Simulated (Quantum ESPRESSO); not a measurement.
# O on hollow sites of W(110): a series in the coverage, part 7 of 10

What law, if any, do the results for O on hollow sites of W(110) follow against the coverage?

Quantum ESPRESSO 7.5; plane-wave DFT, PBE, GBRV ultrasoft pseudopotentials.

So far. Step 7 (Relaxing the ions, 0.1111 ML): The relaxation lowers the energy by 58 meV an atom. On the free atoms the largest force ends at 0.038 eV/Å. Step 8 (Ground state, 0.1111 ML): Inside the slab this potential holds the local part of the pseudopotentials, which can be repulsive at the nuclei; only its value in the vacuum has a meaning of its own.

### Step 9. Relaxing the ions, 0.75 ML

System of this step: W(110), 3 layers, 4 sites a cell, 3 O on hollow sites. The cell holds 15 atoms: 12 W and 3 O. Its edges and angles: a = 5.512 Å, b = 5.512 Å, c = 20.310 Å, α = 90.0°, β = 90.0°, γ = 70.5°. It derives from W. Vacuum lies along c.

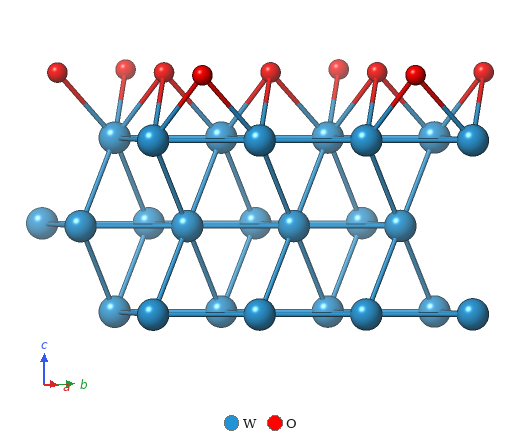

The cell of this step (tungsten blue, oxygen red). 1×2×1 cells are drawn. Some periodic images of atoms are drawn too.

File m7.relax.in:

```
&control
  prefix = 'm7.relax'
  outdir = './out'
  pseudo_dir = './pseudo'
  nstep = 70
  forc_conv_thr = 0.0015
  calculation = 'relax'
/
&system
  ibrav = 0
  nat = 15
  ntyp = 2
  ecutwfc = 40
  ecutrho = 200
  occupations = 'smearing'
  smearing = 'mv'
  degauss = 0.02
/
&electrons
  conv_thr = 1e-07
  mixing_beta = 0.3
  electron_maxstep = 120
  mixing_mode = 'local-TF'
/
&ions
/
ATOMIC_SPECIES
  W   183.8400  w_pbe_v1.2.uspp.F.UPF
  O   15.9990  o_pbe_v1.2.uspp.F.UPF
CELL_PARAMETERS angstrom
  4.50023714757799 -3.18214820400000 0.00000000000000
  4.50023714757799 3.18214820400000 0.00000000000000
  0.00000000000000 0.00000000000000 20.31019709156372
ATOMIC_POSITIONS crystal
  W   0.830000000000 0.330000000000 0.347070116820 0 0 0
  W   0.330000000000 0.830000000000 0.347070116820 0 0 0
  W   0.330000000000 0.330000000000 0.347070116820 0 0 0
  W   0.830000000000 0.830000000000 0.347070116820 0 0 0
  W   0.080000000000 0.580000000000 0.457857745500 0 0 0
  W   0.580000000000 0.080000000000 0.457857745500 0 0 0
  W   0.580000000000 0.580000000000 0.457857745500 0 0 0
  W   0.080000000000 0.080000000000 0.457857745500 0 0 0
  W   0.830000000000 0.330000000000 0.568645374180
  W   0.330000000000 0.830000000000 0.568645374180
  W   0.330000000000 0.330000000000 0.568645374180
  W   0.830000000000 0.830000000000 0.568645374180
  O   0.000000000000 0.500000000000 0.652929883180
  O   0.500000000000 0.000000000000 0.652929883180
  O   0.500000000000 0.500000000000 0.652929883180
K_POINTS automatic
  5 5 1 0 0 0
```

Run with:

```sh
$ OMP_NUM_THREADS=1 mpirun -n 8 pw.x -nk 2 -in m7.relax.in > m7.relax.out
```

What it wrote:

```text
[banner, memory and clock lines left out]
Program PWSCF v.7.5 starts
[...]
Message from routine setup:
[...]
number of electrons       =       186.00
     number of Kohn-Sham states=          112
     kinetic-energy cutoff     =      40.0000  Ry
     charge density cutoff     =     200.0000  Ry
[...]
number of k points=     9  Marzari-Vanderbilt smearing, width (Ry)=  0.0200
[...]
Dense  grid:   187585 G-vectors     FFT dimensions: (  48,  48, 180)
[...]
negative rho (up, down):  7.607E-01 0.000E+00
     Starting wfcs are  168 randomized atomic wfcs
[...]
negative rho (up, down):  7.579E-01 0.000E+00
[...]
estimated scf accuracy    <       4.39348878 Ry
[...]
negative rho (up, down):  7.577E-01 0.000E+00
[...]
estimated scf accuracy    <       2.03227515 Ry
[...]
negative rho (up, down):  7.701E-01 0.000E+00
[...]
estimated scf accuracy    <       0.52457369 Ry
[...]
negative rho (up, down):  7.728E-01 0.000E+00
[...]
estimated scf accuracy    <       0.34110023 Ry
[...]
negative rho (up, down):  7.789E-01 0.000E+00
[...]
estimated scf accuracy    <       0.07300163 Ry
[...]
negative rho (up, down):  7.839E-01 0.000E+00
[...]
estimated scf accuracy    <       0.20866147 Ry
[...]
negative rho (up, down):  7.853E-01 0.000E+00
[...]
estimated scf accuracy    <       0.05571665 Ry
[...]
negative rho (up, down):  7.866E-01 0.000E+00
[...]
estimated scf accuracy    <       0.02205939 Ry
[...]
negative rho (up, down):  7.855E-01 0.000E+00
[...]
estimated scf accuracy    <       0.00217812 Ry
[...]
negative rho (up, down):  7.853E-01 0.000E+00
[...]
estimated scf accuracy    <       0.00163206 Ry
[...]
negative rho (up, down):  7.846E-01 0.000E+00
[...]
estimated scf accuracy    <       0.00101072 Ry
[...]
negative rho (up, down):  7.835E-01 0.000E+00
[...]
estimated scf accuracy    <       0.00082882 Ry
[...]
negative rho (up, down):  7.839E-01 0.000E+00
[...]
estimated scf accuracy    <       0.00036423 Ry
[...]
negative rho (up, down):  7.857E-01 0.000E+00
[...]
estimated scf accuracy    <       0.00019278 Ry
[...]
negative rho (up, down):  7.860E-01 0.000E+00
[...]
estimated scf accuracy    <       0.00010890 Ry
[...]
negative rho (up, down):  7.870E-01 0.000E+00
[...]
estimated scf accuracy    <       0.00007761 Ry
[...]
negative rho (up, down):  7.872E-01 0.000E+00
[...]
estimated scf accuracy    <       0.00001493 Ry
[...]
negative rho (up, down):  7.874E-01 0.000E+00
[...]
estimated scf accuracy    <       0.00000257 Ry
[...]
negative rho (up, down):  7.874E-01 0.000E+00
[...]
estimated scf accuracy    <       0.00000335 Ry
[...]
negative rho (up, down):  7.874E-01 0.000E+00
[...]
estimated scf accuracy    <       0.00000028 Ry
[...]
negative rho (up, down):  7.874E-01 0.000E+00
[...]
the Fermi energy is     3.8228 ev
!    total energy              =   -2005.70425860 Ry
     estimated scf accuracy    <       0.00000005 Ry
     smearing contrib. (-TS)   =      -0.00507778 Ry
     internal energy E=F+TS    =   -2005.69918081 Ry
[...]
one-electron contribution =  -11186.15032649 Ry
     hartree contribution      =    5589.01324733 Ry
     xc contribution           =    -514.74407744 Ry
     ewald contribution        =    4106.18197579 Ry
     convergence has been achieved in  21 iterations
     negative rho (up, down):  7.874E-01 0.000E+00
[...]
Total force =     0.507808     Total SCF correction =     0.000184
[...]
negative rho (up, down):  7.955E-01 0.000E+00
[...]
negative rho (up, down):  7.950E-01 0.000E+00
[...]
estimated scf accuracy    <       0.05980183 Ry
[...]
negative rho (up, down):  7.948E-01 0.000E+00
[...]
estimated scf accuracy    <       0.02104955 Ry
[...]
negative rho (up, down):  7.950E-01 0.000E+00
[...]
estimated scf accuracy    <       0.00865614 Ry
[...]
negative rho (up, down):  7.947E-01 0.000E+00
[...]
estimated scf accuracy    <       0.00399117 Ry
[...]
negative rho (up, down):  7.941E-01 0.000E+00
[...]
estimated scf accuracy    <       0.00280786 Ry
[...]
negative rho (up, down):  7.942E-01 0.000E+00
[...]
estimated scf accuracy    <       0.00069240 Ry
[...]
negative rho (up, down):  7.940E-01 0.000E+00
[...]
estimated scf accuracy    <       0.00018067 Ry
[...]
negative rho (up, down):  7.942E-01 0.000E+00
[...]
estimated scf accuracy    <       0.00011294 Ry
[...]
negative rho (up, down):  7.946E-01 0.000E+00
[...]
estimated scf accuracy    <       0.00001861 Ry
[...]
negative rho (up, down):  7.952E-01 0.000E+00
[...]
estimated scf accuracy    <       0.00003734 Ry
[...]
negative rho (up, down):  7.955E-01 0.000E+00
[...]
estimated scf accuracy    <       0.00000502 Ry
[...]
negative rho (up, down):  7.957E-01 0.000E+00
[...]
estimated scf accuracy    <       0.00000118 Ry
[...]
negative rho (up, down):  7.958E-01 0.000E+00
[...]
estimated scf accuracy    <       0.00000058 Ry
[...]
negative rho (up, down):  7.958E-01 0.000E+00
[...]
estimated scf accuracy    <       0.00000020 Ry
[...]
negative rho (up, down):  7.958E-01 0.000E+00
[...]
estimated scf accuracy    <       0.00000011 Ry
[...]
negative rho (up, down):  7.958E-01 0.000E+00
[...]
the Fermi energy is     4.0635 ev
!    total energy              =   -2005.92410889 Ry
     estimated scf accuracy    <       0.00000008 Ry
     smearing contrib. (-TS)   =      -0.00472143 Ry
     internal energy E=F+TS    =   -2005.91938746 Ry
[...]
one-electron contribution =  -11159.49086076 Ry
     hartree contribution      =    5576.54467932 Ry
     xc contribution           =    -514.93103830 Ry
     ewald contribution        =    4091.95783228 Ry
     convergence has been achieved in  16 iterations
     negative rho (up, down):  7.958E-01 0.000E+00
[...]
Total force =     0.338942     Total SCF correction =     0.001082
[...]
negative rho (up, down):  7.834E-01 0.000E+00
[...]
negative rho (up, down):  7.829E-01 0.000E+00
[...]
estimated scf accuracy    <       0.05422129 Ry
[...]
negative rho (up, down):  7.827E-01 0.000E+00
[...]
estimated scf accuracy    <       0.02343062 Ry
[...]
negative rho (up, down):  7.826E-01 0.000E+00
[...]
estimated scf accuracy    <       0.01197907 Ry
[...]
negative rho (up, down):  7.824E-01 0.000E+00
[...]
estimated scf accuracy    <       0.00847172 Ry
[...]
negative rho (up, down):  7.817E-01 0.000E+00
[...]
estimated scf accuracy    <       0.00299668 Ry
[...]
negative rho (up, down):  7.814E-01 0.000E+00
[...]
estimated scf accuracy    <       0.00098329 Ry
[...]
negative rho (up, down):  7.813E-01 0.000E+00
[...]
estimated scf accuracy    <       0.00091653 Ry
[...]
negative rho (up, down):  7.815E-01 0.000E+00
[...]
estimated scf accuracy    <       0.00008409 Ry
[...]
negative rho (up, down):  7.821E-01 0.000E+00
[...]
estimated scf accuracy    <       0.00009200 Ry
[...]
negative rho (up, down):  7.829E-01 0.000E+00
[...]
estimated scf accuracy    <       0.00001674 Ry
[...]
negative rho (up, down):  7.836E-01 0.000E+00
[...]
estimated scf accuracy    <       0.00001331 Ry
[...]
negative rho (up, down):  7.836E-01 0.000E+00
[...]
estimated scf accuracy    <       0.00000661 Ry
[...]
negative rho (up, down):  7.838E-01 0.000E+00
[...]
estimated scf accuracy    <       0.00000158 Ry
[...]
negative rho (up, down):  7.837E-01 0.000E+00
[...]
estimated scf accuracy    <       0.00000019 Ry
[...]
negative rho (up, down):  7.837E-01 0.000E+00
[...]
estimated scf accuracy    <       0.00000038 Ry
[...]
negative rho (up, down):  7.837E-01 0.000E+00
[...]
the Fermi energy is     4.3507 ev
!    total energy              =   -2006.02731999 Ry
     estimated scf accuracy    <       0.00000009 Ry
     smearing contrib. (-TS)   =      -0.00517841 Ry
     internal energy E=F+TS    =   -2006.02214158 Ry
[...]
one-electron contribution =  -11162.36908773 Ry
     hartree contribution      =    5579.14771468 Ry
     xc contribution           =    -515.27019134 Ry
     ewald contribution        =    4092.46942281 Ry
     convergence has been achieved in  16 iterations
     negative rho (up, down):  7.837E-01 0.000E+00
[...]
Total force =     0.131329     Total SCF correction =     0.001407
[...]
negative rho (up, down):  7.854E-01 0.000E+00
[...]
negative rho (up, down):  7.853E-01 0.000E+00
[...]
estimated scf accuracy    <       0.00334442 Ry
[...]
negative rho (up, down):  7.851E-01 0.000E+00
[...]
estimated scf accuracy    <       0.00202831 Ry
[...]
negative rho (up, down):  7.848E-01 0.000E+00
[...]
estimated scf accuracy    <       0.00066211 Ry
[...]
negative rho (up, down):  7.848E-01 0.000E+00
[...]
estimated scf accuracy    <       0.00013857 Ry
[...]
negative rho (up, down):  7.846E-01 0.000E+00
[...]
estimated scf accuracy    <       0.00007869 Ry
[...]
negative rho (up, down):  7.846E-01 0.000E+00
[...]
estimated scf accuracy    <       0.00002413 Ry
[...]
negative rho (up, down):  7.848E-01 0.000E+00
[...]
estimated scf accuracy    <       0.00000867 Ry
[...]
negative rho (up, down):  7.849E-01 0.000E+00
[...]
estimated scf accuracy    <       0.00000705 Ry
[...]
negative rho (up, down):  7.852E-01 0.000E+00
[...]
estimated scf accuracy    <       0.00000273 Ry
[...]
negative rho (up, down):  7.853E-01 0.000E+00
[...]
estimated scf accuracy    <       0.00000120 Ry
[...]
negative rho (up, down):  7.854E-01 0.000E+00
[...]
estimated scf accuracy    <       0.00000023 Ry
[...]
negative rho (up, down):  7.854E-01 0.000E+00
[...]
estimated scf accuracy    <       0.00000005 Ry
[...]
negative rho (up, down):  7.855E-01 0.000E+00
[...]
estimated scf accuracy    <       0.00000005 Ry
[...]
negative rho (up, down):  7.855E-01 0.000E+00
[...]
the Fermi energy is     4.4041 ev
!    total energy              =   -2006.04461290 Ry
     estimated scf accuracy    <       0.00000001 Ry
     smearing contrib. (-TS)   =      -0.00537454 Ry
     internal energy E=F+TS    =   -2006.03923836 Ry
[...]
one-electron contribution =  -11196.52387795 Ry
     hartree contribution      =    5596.47599159 Ry
     xc contribution           =    -515.34405983 Ry
     ewald contribution        =    4109.35270783 Ry
     convergence has been achieved in  14 iterations
     negative rho (up, down):  7.855E-01 0.000E+00
[...]
Total force =     0.110557     Total SCF correction =     0.000179
[...]
negative rho (up, down):  7.895E-01 0.000E+00
[...]
negative rho (up, down):  7.896E-01 0.000E+00
[...]
estimated scf accuracy    <       0.00412356 Ry
[...]
negative rho (up, down):  7.898E-01 0.000E+00
[...]
estimated scf accuracy    <       0.00241199 Ry
[...]
negative rho (up, down):  7.896E-01 0.000E+00
[...]
estimated scf accuracy    <       0.00049221 Ry
[...]
negative rho (up, down):  7.896E-01 0.000E+00
[...]
estimated scf accuracy    <       0.00009495 Ry
[...]
negative rho (up, down):  7.894E-01 0.000E+00
[...]
estimated scf accuracy    <       0.00005399 Ry
[...]
negative rho (up, down):  7.893E-01 0.000E+00
[...]
estimated scf accuracy    <       0.00001856 Ry
[...]
negative rho (up, down):  7.895E-01 0.000E+00
[...]
estimated scf accuracy    <       0.00000550 Ry
[...]
negative rho (up, down):  7.896E-01 0.000E+00
[...]
estimated scf accuracy    <       0.00000221 Ry
[...]
negative rho (up, down):  7.898E-01 0.000E+00
[...]
estimated scf accuracy    <       0.00000094 Ry
[...]
negative rho (up, down):  7.899E-01 0.000E+00
[...]
estimated scf accuracy    <       0.00000041 Ry
[...]
negative rho (up, down):  7.900E-01 0.000E+00
[...]
estimated scf accuracy    <       0.00000021 Ry
[...]
negative rho (up, down):  7.901E-01 0.000E+00
[...]
estimated scf accuracy    <       0.00000005 Ry
[...]
negative rho (up, down):  7.901E-01 0.000E+00
[...]
the Fermi energy is     4.4565 ev
!    total energy              =   -2006.09519586 Ry
     estimated scf accuracy    <          5.4E-10 Ry
     smearing contrib. (-TS)   =      -0.00358849 Ry
     internal energy E=F+TS    =   -2006.09160737 Ry
[...]
one-electron contribution =  -11654.50179797 Ry
     hartree contribution      =    5825.92933153 Ry
     xc contribution           =    -515.86121914 Ry
     ewald contribution        =    4338.34207820 Ry
     convergence has been achieved in  10 iterations
     negative rho (up, down):  7.934E-01 0.000E+00
[...]
Total force =     0.008424     Total SCF correction =     0.000047
[...]
negative rho (up, down):  7.939E-01 0.000E+00
[...]
negative rho (up, down):  7.939E-01 0.000E+00
[...]
estimated scf accuracy    <       0.00009599 Ry
[...]
negative rho (up, down):  7.939E-01 0.000E+00
[...]
estimated scf accuracy    <       0.00005620 Ry
[...]
negative rho (up, down):  7.939E-01 0.000E+00
[...]
estimated scf accuracy    <       0.00000183 Ry
[...]
negative rho (up, down):  7.939E-01 0.000E+00
[...]
estimated scf accuracy    <       0.00000023 Ry
[...]
negative rho (up, down):  7.939E-01 0.000E+00
[...]
estimated scf accuracy    <       0.00000008 Ry
[...]
negative rho (up, down):  7.939E-01 0.000E+00
[...]
estimated scf accuracy    <       0.00000001 Ry
[...]
negative rho (up, down):  7.939E-01 0.000E+00
[...]
estimated scf accuracy    <          2.7E-09 Ry
[...]
negative rho (up, down):  7.939E-01 0.000E+00
[...]
```

It took 39 min on 8 MPI ranks of Arm Neoverse V1, shared host; peak memory 2.3 GiB; 5.1 h of CPU time.

Step by step:

| step | energy less that of the first step (eV) | largest force (eV/Å) |
| --- | --- | --- |
| 1 | 0.0000 | 5.8773 |
| 2 | -2.9912 | 4.2264 |
| 3 | -4.3955 | 1.7360 |
| 4 | -4.6308 | 1.3478 |
| 5 | -4.8418 | 1.0458 |
| 6 | -5.0306 | 0.8304 |
| 7 | -5.1304 | 0.9912 |
| 8 | -5.2171 | 0.8600 |
| 9 | -5.2879 | 0.5496 |
| 10 | -5.3046 | 0.2739 |
| 11 | -5.3105 | 0.1626 |
| 12 | -5.3139 | 0.1417 |
| 13 | -5.3161 | 0.1144 |
| 14 | -5.3175 | 0.0870 |
| 15 | -5.3190 | 0.1087 |
| 16 | -5.3210 | 0.1125 |
| 17 | -5.3230 | 0.0867 |
| 18 | -5.3239 | 0.0752 |
| 19 | -5.3245 | 0.0562 |
| 20 | -5.3247 | 0.0368 |

The atoms that moved most (Å):

| atom | dx | dy | dz | length |
| --- | --- | --- | --- | --- |
| O15 | 0.145 | 0.000 | -0.539 | 0.558 |
| O13 | 0.116 | 0.028 | -0.505 | 0.519 |
| O14 | 0.116 | -0.028 | -0.505 | 0.519 |
| W12 | 0.182 | 0.000 | 0.013 | 0.182 |
| W10 | 0.055 | -0.022 | -0.037 | 0.070 |
| W9 | 0.055 | 0.022 | -0.037 | 0.070 |
| W11 | -0.009 | 0.000 | 0.031 | 0.032 |

The relaxed structure:

```cif
data_structure
_symmetry_space_group_name_H-M 'P 1'
_symmetry_Int_Tables_number 1
_cell_length_a 5.5116
_cell_length_b 5.5116
_cell_length_c 20.3102
_cell_angle_alpha 90.000
_cell_angle_beta 90.000
_cell_angle_gamma 70.529
_cell_volume 581.70
loop_
_atom_site_label
_atom_site_type_symbol
_atom_site_fract_x
_atom_site_fract_y
_atom_site_fract_z
_atom_site_occupancy
W1 W 0.83000 0.33000 0.34707 1
W2 W 0.33000 0.83000 0.34707 1
W3 W 0.33000 0.33000 0.34707 1
W4 W 0.83000 0.83000 0.34707 1
W5 W 0.08000 0.58000 0.45786 1
W6 W 0.58000 0.08000 0.45786 1
W7 W 0.58000 0.58000 0.45786 1
W8 W 0.08000 0.08000 0.45786 1
W9 W 0.83262 0.33952 0.56681 1
W10 W 0.33952 0.83262 0.56681 1
W11 W 0.32899 0.32899 0.57018 1
W12 W 0.85022 0.85022 0.56930 1
O13 O 0.00842 0.51727 0.62808 1
O14 O 0.51727 0.00842 0.62808 1
O15 O 0.51609 0.51609 0.62638 1
```

The relaxation lowers the energy by 355 meV an atom. On the free atoms the largest force ends at 0.037 eV/Å.

This step gave:

```
free energy  : -27294.3214 eV
Fermi energy : 4.453 eV
```

[end of part 7 of 10]

[Logs are printed without paths, hosts, clocks, repeated set-up lines and the standing remarks that a program may print on its own settings, such as how far it seeks lower states.]

[Hosts, paths, dates, database ids (printed as entryN), source tags and the programs' standing remarks are cut or masked in the printed files.]

[Maps of the electrostatic potential energy from Ansatz leave out the sawtooth potential of an applied field or a dipole correction, so their vacuum need not be flat; planar profiles and work functions include it.]
